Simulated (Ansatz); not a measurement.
**Fields on a plane of Zr3N4 (space group I-43d)**

```yaml
crystal:
  lattice:
    - [-3.35134, 3.35134, 3.35134]
    - [3.35134, -3.35134, 3.35134]
    - [3.35134, 3.35134, -3.35134]
  atoms:
    - { symbol: Zr, position: [0.87500, 0.12500, 0.75000] }
    - { symbol: Zr, position: [0.62500, 0.37500, 0.25000] }
    - { symbol: Zr, position: [0.75000, 0.87500, 0.12500] }
    - { symbol: Zr, position: [0.25000, 0.62500, 0.37500] }
    - { symbol: Zr, position: [0.12500, 0.75000, 0.87500] }
    - { symbol: Zr, position: [0.37500, 0.25000, 0.62500] }
    - { symbol: N, position: [0.64175, 0.64175, 0.64175] }
    - { symbol: N, position: [0.35825, 0.50000, 0.00000] }
    - { symbol: N, position: [0.50000, 0.00000, 0.85825] }
    - { symbol: N, position: [0.00000, 0.35825, 0.50000] }
    - { symbol: N, position: [0.85825, 0.50000, 0.00000] }
    - { symbol: N, position: [0.14175, 0.14175, 0.14175] }
    - { symbol: N, position: [0.00000, 0.85825, 0.50000] }
    - { symbol: N, position: [0.50000, 0.00000, 0.35825] }
```

The slice is a {211} plane (indices of the conventional cell) through the point (0.750, 0.875, 0.125) (fractional), spanned by u = [111] and v = [1 0 -1] in vectors of this cell: u (5.80 Å) and v (9.48 Å, at 90° to u). It covers one period; positions are fractions (u, v).

Atoms on it: Zr at (0.50, 0.38); Zr at (0.00, 0.00). Other atoms lie within 1 Å of the plane.

Level of theory: PBEsol (plane waves to 420 eV, PAW, scalar-relativistic; Ansatz, a first-principles code). k mesh 6×6×6. Inside the PAW spheres the values are not all-electron values, and peaks at nuclei hang on which shells count as valence. Zr3N4 is run without spin polarisation. Zr3N4 was relaxed with its symmetry unable to fall.

```
|000000000011110000001111000000|
|000000000011110000113333110000|
|000000000000000000115566220000|
|111100000000000000113333110000|
|333311000000000000001111000011|
|333322000011000000000000000011|
|221111000000000000000000000011|
|000000000000001122110000000000|
|000000000000002244331100000000|
|000000110000002233221100000000|
|000022442200000011110000000000|
|000033664411000000000000000000|
|000022332211000000000000001100|
|000000111100000000000000001111|
|000000000000110000000000000011|
|000000000000000000000000000000|
|000011111100000000001111000000|
|000022554411000000114455331100|
|001144888833000000227799661100|
|001144999933000000227799661100|
|000022554411000000114455331100|
|000000111100000000001111110000|
|000000000000000000000000000000|
|000000000000110000000000000011|
```
Scale: ten equal steps from 0.000 (start of '0') to 0.084 (end of '9'), in the order '0123456789'. Values: density of the highest valence band (whole band, smooth part) in e/Å³. The map has 15 points along u (two characters each, u = 0 at the left) and 24 along v (v = 0 in the bottom row). 

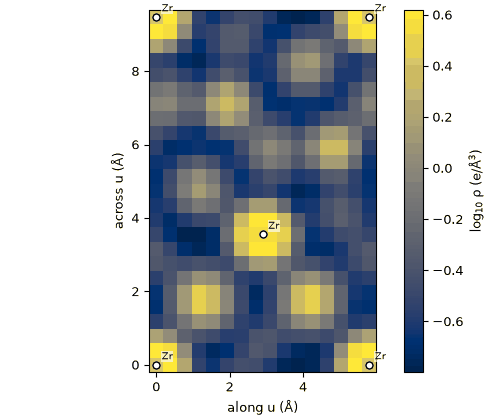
Fig. 1. Log₁₀ of the valence density in e/Å³, one period of the plane, atoms marked. The scale is logarithmic, as a density can span decades between atoms and voids.
